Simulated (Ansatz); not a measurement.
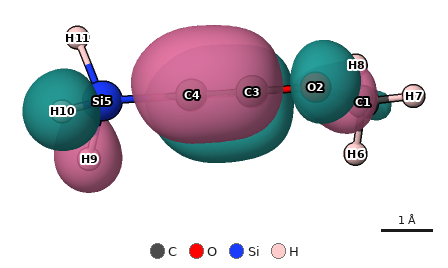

Figure. C3H6OSi. The HOMO−1 at ±0.08 Å⁻³ᐟ² (teal and pink are the two phases), seen from one side.

Theory: UKS PBE-D4/6-31G* in Ansatz 0.2.0.

```xyz
11

C     0.5176   -2.0157    1.5038
O     1.4480   -1.0555    0.9297
C     0.8958   -0.1662    0.1532
C     0.4124    0.6915   -0.5861
Si   -0.2801    1.9650   -1.6718
H    -0.2305   -1.4922    2.1209
H     1.1300   -2.6834    2.1242
H     0.0190   -2.5826    0.7009
H    -1.6069    2.4385   -1.1520
H     0.6424    3.1460   -1.7491
H    -0.4921    1.4482   -3.0658
```

Q: Where does this orbital lie, and at what energy?

A: By Hirshfeld shares it lies mainly on C4 (about 40 %), C3 (about 35 %) and O2 (about 10 %); π-bonding across C4–C3. Its energy is −6.16 eV.
